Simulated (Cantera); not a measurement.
A closed system holds: 1 mol Si₃N₄, 0.037 mol N₂, equilibrated at 13300 Pa.

Cantera equilibrium calculation (NASA polynomials, part measured and part estimated; ideal gas, pure solids and liquids). Candidate condensed phases: Si, Si₃N₄; 7 gas species. The tables' values for SiN are old estimates; treat these amounts as uncertain. Kinetics and transport are ignored.

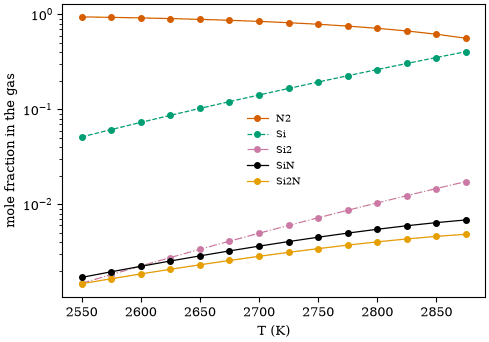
*Equilibrium gas composition (values under 1e-9 drawn at 1e-9)*

From 2550 K to 2875 K the condensed part is Si(l). The main Si-bearing gas is Si throughout. The share of Si in condensed phases is highest at 2550 K (95.7 %) and lowest at 2875 K (44.4 %).
